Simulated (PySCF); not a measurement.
# Atomic calculation for Sb¹²⁺

Sb¹²⁺, configuration 1s2 2s2 2p6 3s2 3p6 3d10 4s2 4p6 4d3, multiplicity 4. Computed at this level: unrestricted PBE, cc-pVTZ-PP with ECP28, scalar-relativistic core potential (PySCF).

**Outcome**

```tsv
quantity	value
outcome	converged
total energy (valence electrons, under a core potential)	−191.404314 hartree
⟨S²⟩	3.750
⟨L²⟩	12.00
SCF iterations	4
hardware	1 thread of AMD EPYC, 163 GiB of memory available, shared host
```

**What is odd here**

One thing in this input was made odd on purpose: basis of the neutral atom used for a highly charged ion. The program ran to the end. Its numbers are those of this setting; this run alone doesn't show how far the oddity moves them.

**Input**
```python
from pyscf import gto, scf, dft, mp, cc
import basis_set_exchange as bse
txt = bse.get_basis("cc-pVTZ-PP", elements=["Sb"], fmt="nwchem", header=False)
cut = txt.index("\nECP")
mol = gto.M(atom="Sb 0 0 0", charge=12, spin=3, symmetry="D2h",
            basis=gto.basis.parse(txt[:cut]),
            ecp={"Sb": gto.basis.parse_ecp(txt[cut:])})
mf = dft.UKS(mol, xc="PBE")
mf.irrep_nelec = {'Ag': (1, 1), 'B1g': (1, 0), 'B2g': (1, 0), 'B3g': (1, 0), 'B1u': (1, 1), 'B2u': (1, 1), 'B3u': (1, 1)}
mf.kernel()
```

The script is an equivalent of what the driver set up; the driver started from orbitals of its own, so the log can be shorter than this script's would be, and it computed the properties (radii, ⟨L²⟩, response) afterwards. It held the occupations shell by shell, which the script's counts by irreducible representation don't always enforce.

The run was one of a batch that the task file lists, launched with:
```bash
OMP_NUM_THREADS=1 python <driver script> TASK.json OUT
```

**The program's output (extracts)**
```
damping factor = 0
level_shift factor = 0
DIIS = <class 'pyscf.scf.diis.CDIIS'>
diis_start_cycle = 1
diis_space = 10
diis_damp = 0
SCF conv_tol = 1e-09
SCF conv_tol_grad = None
number electrons alpha = 7  beta = 4
XC functionals = PBE
    J. P. Perdew, K. Burke, and M. Ernzerhof.,  Phys. Rev. Lett. 77, 3865 (1996)
    J. P. Perdew, K. Burke, and M. Ernzerhof.,  Phys. Rev. Lett. 78, 1396 (1997)
    J. P. Perdew, K. Burke, and M. Ernzerhof.,  Phys. Rev. Lett. 77, 3865 (1996)
    J. P. Perdew, K. Burke, and M. Ernzerhof.,  Phys. Rev. Lett. 78, 1396 (1997)
cycle= 1 E= -191.404313413467  delta_E= -0.000583  |g|= 0.00254  |ddm|= 0.0935
cycle= 2 E= -191.404314279466  delta_E= -8.66e-07  |g|= 0.00016  |ddm|= 0.00246
cycle= 3 E= -191.404314282744  delta_E= -3.28e-09  |g|= 5.8e-07  |ddm|= 0.000161
cycle= 4 E= -191.404314282743  delta_E= 5.68e-13  |g|= 2.38e-09  |ddm|= 6.08e-07
converged SCF energy = -191.404314282743  <S^2> = 3.7500061  2S+1 = 4.0000031
```

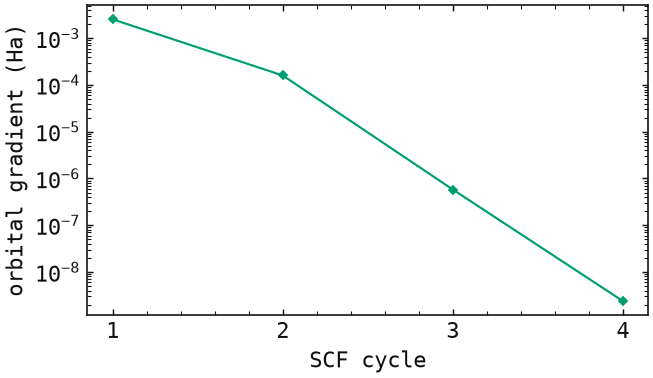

Convergence: orbital gradient against the SCF cycle. The residual falls at every step. It goes from 0.0025 to 2.4×10⁻⁹ in 4 steps.

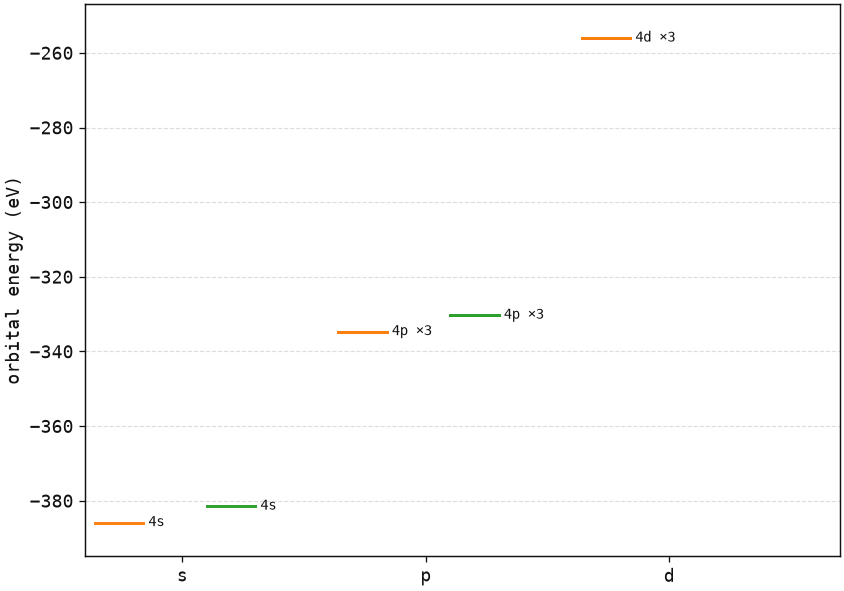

Orbital energies of the mean field, from the top down to −385.8 eV, by angular momentum, α spin at the left of each column and β at the right; ×n counts the orbitals under one label. The highest filled orbital is 4d α at −256.0 eV, the lowest empty one d α at −254.8 eV.

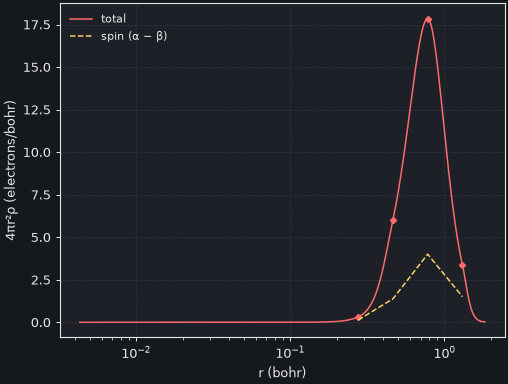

Spherically averaged radial density 4πr²ρ of the mean field (valence electrons alone, under a core potential) and its spin part; markers are the stored points, which are sparse, and the line is a monotone interpolation between them. The largest stored value is 17.8 electrons/bohr at r = 0.78 bohr. Root-mean-square radii of the shells: 4s 0.819, 4p 0.865, 4d 0.985 bohr.
